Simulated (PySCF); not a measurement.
Vertical excitations of a molecule C₄H₅NSi from TDDFT-PBE0/def2-SVPD (PySCF), as energy in eV (oscillator strength): 5.52 (0.001), 5.92 (0.193), 6.01 (0.000), 6.46 (0.002), 6.90 (0.005), 7.04 (0.001), 7.27 (0.063), 7.31 (0.011), 7.40 (0.004), 7.59 (0.001). Lowest triplet (TDA): 3.63 eV. Geometry: ωB97X-D3(BJ)/def2-SVP. The values are those of a single conformer.

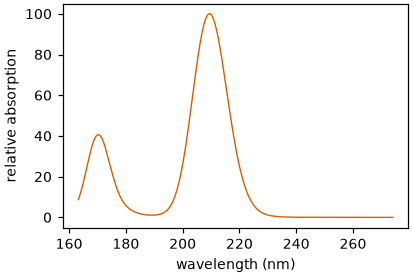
Fig. 1. The lines broadened by 0.4 eV.

Question: Which molecule gave these data?
A) N#CC1=C[SiH2]C1
B) C#CC1=N[SiH2]C1
C) N#CC1=CC[SiH2]1
D) C=C=C([SiH3])C#N

Answer: C, N#CC1=CC[SiH2]1
